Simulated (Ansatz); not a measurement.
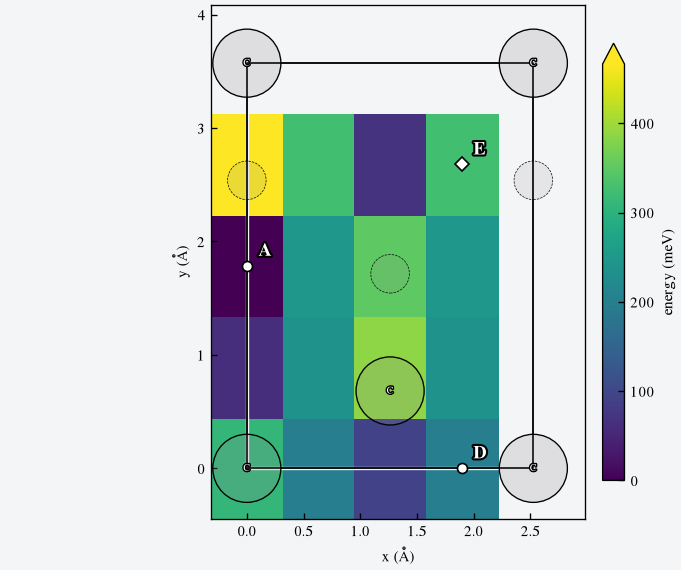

Si on a C(110) slab cut from the Fd-3m phase, its upper half relaxed before the scan (20 atoms of substrate and one adsorbate in a 2 × 1 cell). Si is moved over the surface cell; relaxed at each place: the height of the adsorbate's atoms; substrate rigid; the origin of the map has the adsorbate above C17. Places are given modulo a cell vector. The map is drawn in real space over the plane of the surface. The grid has 4 × 4 points; 12 points were computed and 4 follow by symmetry. Places are given in fractions of the 1 × 1 surface cell. Energies: meV, counted from the lowest grid point. These are results of Ansatz, DFT PBE, scalar-relativistic, plane waves, PAW, not measurements. Settings: cutoff 420 eV, k-mesh 5×8×1, gaussian smearing 0.05 eV, spin-polarised.

Drawn: one coloured cell a grid point, labelled circles for the atoms of the top layer and small ones for the second layer, the outline of one cell of the plane, one colour for all values above the top of the scale, lettered points.

### Rank the lettered points by energy, lowest first.

A (0 meV), D (198 meV), E (324 meV).

PAW datasets: the set soft_1.
